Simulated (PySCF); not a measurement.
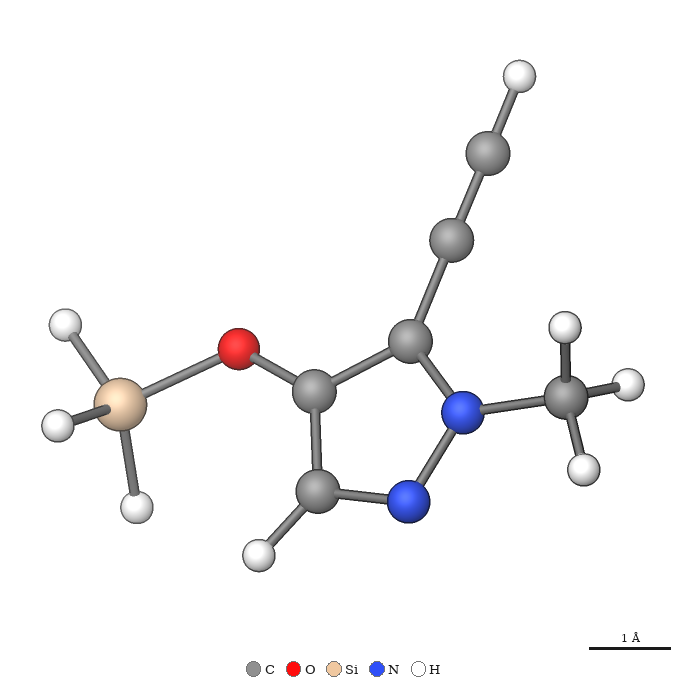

Rendered structure (ball-and-stick style). Every bond is drawn as one stick, whatever its order.

Identify the structure.

The molecule is C6H8N2OSi. SMILES: `C#Cc1c(O[SiH3])cnn1C`. Independent rings (smallest set): 1 of 5 members, 1 of them aromatic. Among its groups: alkyne, Si–H bond, Si–O bond. Coordination: 2 C linear; 3 C trigonal planar; 1 O bent; 1 Si tetrahedral; 1 N bent; 1 N trigonal planar; 1 C tetrahedral.

More results for the same structure follow; atom numbers are the same in all pictures, views and colours differ. Computed geometry: PBE0-D3(BJ)/def2-SVP optimisation. No frequency run is at hand to confirm it as a minimum.

**NMR shielding**

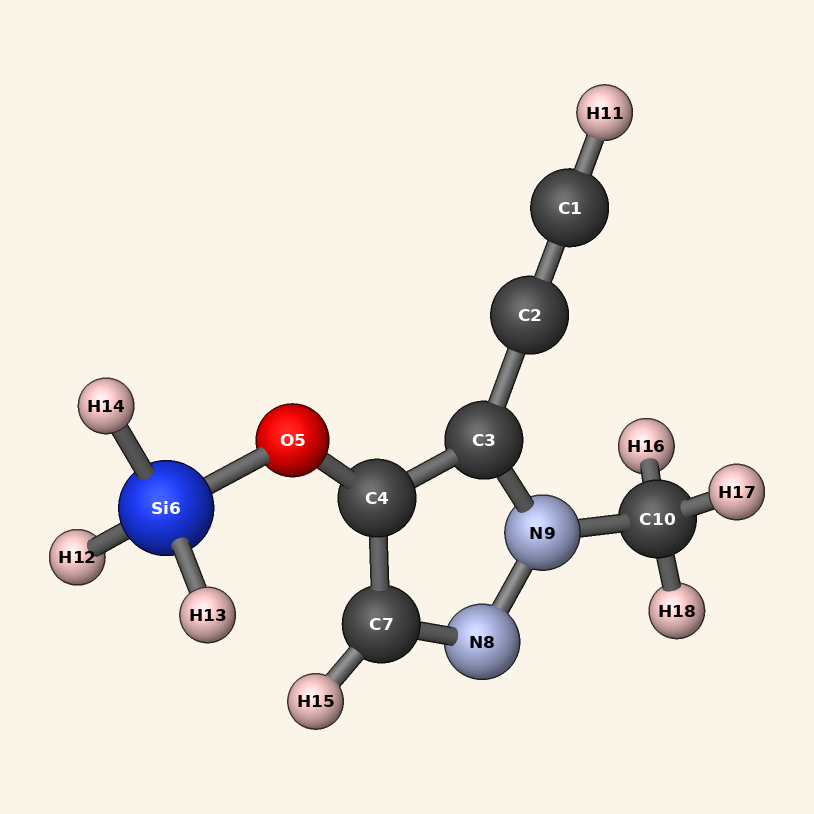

No frequency run is at hand to confirm it as a minimum. Properties computed with GIAO PBE0/pcSseg-1 NMR shielding, non-relativistic, gas phase (PySCF 2.14.0). Principal shieldings σ11 ≤ σ22 ≤ σ33, span Ω = σ33 − σ11, skew κ = 3(σiso − σ22)/Ω.

Give the shielding tensors of the Si atoms.

```tsv
atom	σ11	σ22	σ33	σiso	Ω	κ
Si6	335.9	348.6	462.6	382.4	126.6	0.80
```

Shieldings and span in ppm.

**Quadrupole coupling**

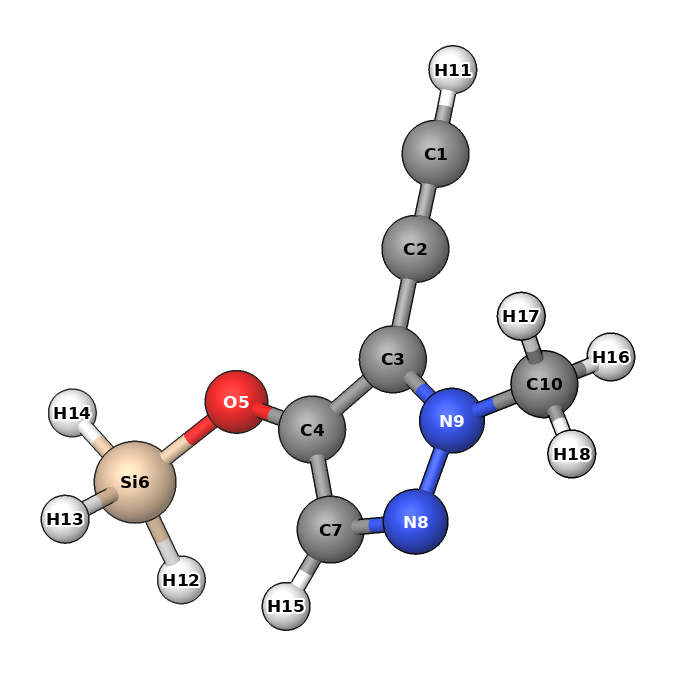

No frequency run is at hand to confirm it as a minimum. Electric field gradients from the ground-state density, PBE0/pcSseg-1 (PySCF 2.14.0), non-relativistic apart from any core potentials.

Give the largest field-gradient component, the quadrupole coupling constant and the asymmetry for 17O at O5 (Q = −25.6 mb), 14N at N8 (Q = 20.44 mb), 14N at N9 (Q = 20.44 mb), 2H at H11 (Q = 2.86 mb), 2H at H12 (Q = 2.86 mb).

| atom | V_zz (a.u.) | e²qQ/h (MHz) | η |
| --- | --- | --- | --- |
| O5 | 1.679 | −10.10 | 0.29 |
| N8 | −1.013 | −4.87 | 0.52 |
| N9 | −0.747 | −3.59 | 0.30 |
| H11 | 0.343 | 0.230 | 0.02 |
| H12 | 0.137 | 0.092 | 0.04 |

**Levels of theory compared**

No frequency run is at hand to confirm it as a minimum. Program: PySCF 2.14.0.

At this fixed geometry, give dipole (D), HOMO–LUMO gap (eV) at these levels: PBE0/def2-SVPD; PBE0/pcSseg-1; PBE0/pcSseg-1 in acetone (IEF-PCM); PBE0/pcSseg-1 in tetrahydrofuran (IEF-PCM); mPW1PW91/pcSseg-1.

```
                                     level  dipole (D)  HOMO–LUMO gap (eV)
                            PBE0/def2-SVPD        0.82                5.73
                             PBE0/pcSseg-1        0.75                5.77
        PBE0/pcSseg-1 in acetone (IEF-PCM)        1.03                5.79
PBE0/pcSseg-1 in tetrahydrofuran (IEF-PCM)        0.99                5.79
                         mPW1PW91/pcSseg-1        0.75                5.77
```
